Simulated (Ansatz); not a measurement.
# FH3Si···H2: what the fields show

```xyz
7

Si   -0.6488    0.8305    0.4375
H     1.6114   -2.1876   -1.4533
H    -0.8369    0.5617   -1.0072
H    -1.9022    0.5742    1.1849
H    -0.1852    2.2209    0.6546
H     1.4847   -1.8345   -0.8075
F     0.4770   -0.1651    0.9909
```

The product side of a reaction path; geometry: PBE0-D4/def2-TZVP.

Theory: Ansatz 0.2.0, RKS PBE0-D4/def2-TZVPP.

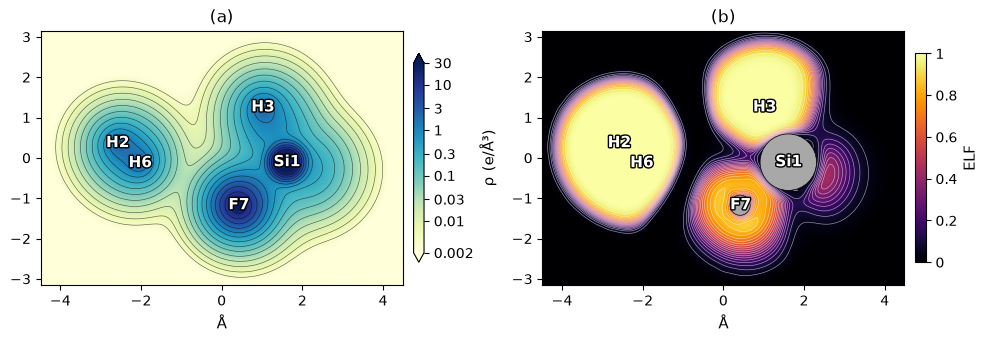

Figure 1. (a) total electron density; (b) electron localisation function on the plane of atoms H3, Si1 and F7. Grey discs cover the atomic cores in the ELF map.

> What do the fields say about this system?

Atoms in the plane: Si, H and F. F7···H6 (2.65 Å): the density falls to about 0.03 e/Å³ on the way; the ELF dips to about 0 between them (a non-bonded, intermolecular contact). Si–F (1.60 Å): ρ is about 1.2 e/Å³ halfway; the ELF peaks at about 0.85 in the valence shell of F, 0.6 Å from its nucleus, and is about 0.50 at the midpoint. H–H (0.75 Å): ρ at the midpoint is about 1.8 e/Å³; the ELF is about 1 at the midpoint. Si–H (1.48 Å): ρ is about 0.84 e/Å³ halfway; the ELF climbs to about 1 towards the hydrogen, as it does in any bond to H. The ELF also peaks beside F7, away from the bonds: lone-pair regions.

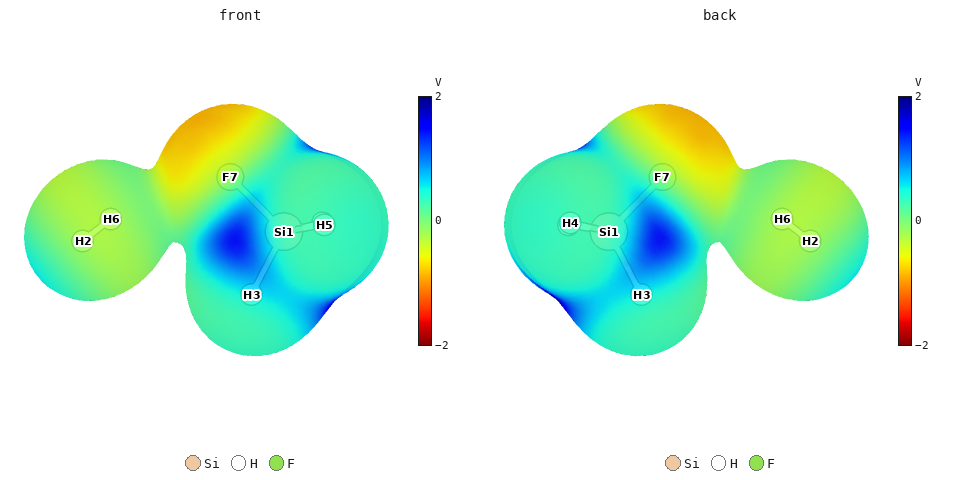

Figure 2. The molecular electrostatic potential painted on the density surface at 0.002 e/bohr³, seen from the front and from behind; red is negative and blue positive.

> Where is the surface potential most negative and most positive?

The most negative region (about −0.9 V) lies over F7, the most positive (about +1.9 V) over Si1.
